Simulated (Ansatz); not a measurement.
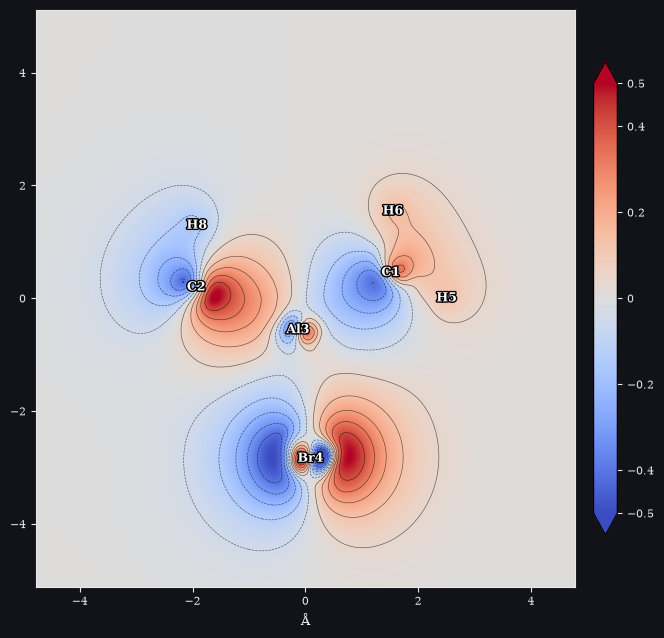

C2H5AlBr (SMILES [CH2][Al]([CH3])[Br]) (doublet). One frontier orbital on the plane of atoms Al3, C2 and H8 (values in Å⁻³ᐟ²; the overall sign is arbitrary).

Geometry: B3LYP/6-31G*.

Method: isolated molecule in a Gaussian basis; Kohn-Sham density functional theory, functional PBE0 in Ansatz 0.2.0.

The calculation's input:

```
crystal:
  periodic: [false, false, false]
  atoms:
    - {symbol: C, position_ang: [-1.538680, 1.425245, 2.114744]}
    - {symbol: C, position_ang: [0.353850, 0.325771, -0.561154]}
    - {symbol: Al, position_ang: [-0.056295, 0.463500, 1.347367]}
    - {symbol: Br, position_ang: [1.328178, -0.602676, 2.835608]}
    - {symbol: H, position_ang: [-1.740751, 1.482512, 3.185034]}
    - {symbol: H, position_ang: [-2.274256, 1.976615, 1.525487]}
    - {symbol: H, position_ang: [1.354669, 0.718871, -0.779257]}
    - {symbol: H, position_ang: [-0.366291, 0.876955, -1.177269]}
    - {symbol: H, position_ang: [0.348063, -0.720619, -0.891122]}
basis:
  gaussian:
    orbitals: def2-TZVPD
magnetization:
  spin_polarized: true
  initial_magnetization: 1
output:
  forces: true
  orbitals: {seedname: orbitals}
hamiltonian:
  xc: pbe0
```

Command:

```sh
ansatz run input.yaml --threads 2 --pin off --max-ram 4350MiB --events-out events.jsonl --progress --plain --runs-dir runs
```

Which orbital is it: HOMO (β) or LUMO (β)?

The HOMO (β), at −7.96 eV. By Hirshfeld shares it lies mainly on Br4 (about 60 %), C2 (about 15 %), Al3 (about 10 %) and C1 (about 10 %).
